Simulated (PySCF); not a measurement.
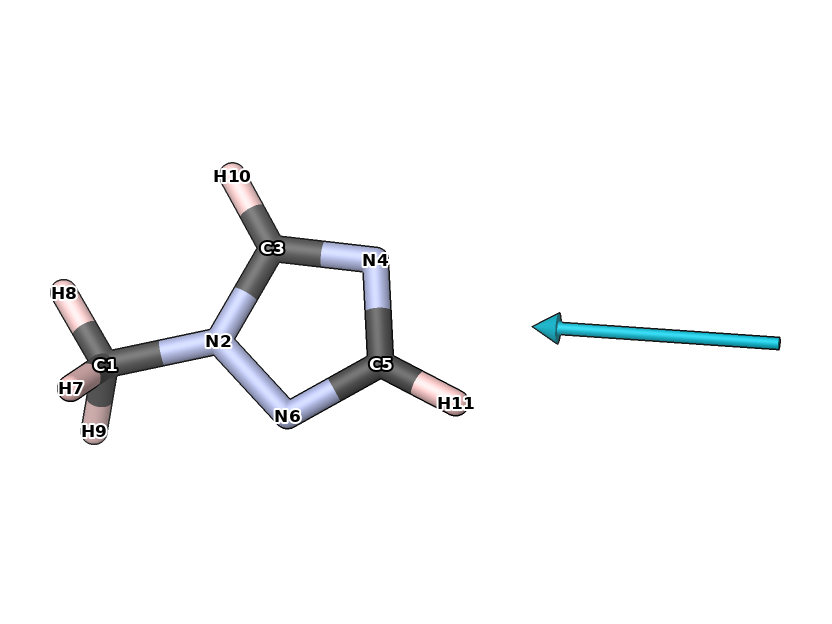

The arrow beside the molecule shows the direction of the dipole moment, from the negative to the positive end (its length means nothing). The computed structure is the end point of a PBE0-D3(BJ)/def2-SVP optimisation. No frequency run is at hand to confirm it as a minimum. Level of theory: PBE0/STO-3G, gas phase (PySCF 2.14.0).

Question: How large is the dipole moment?

Answer: 3.28 D; it points from the side of H11 to the side of H8 (the outermost atoms at the two ends).
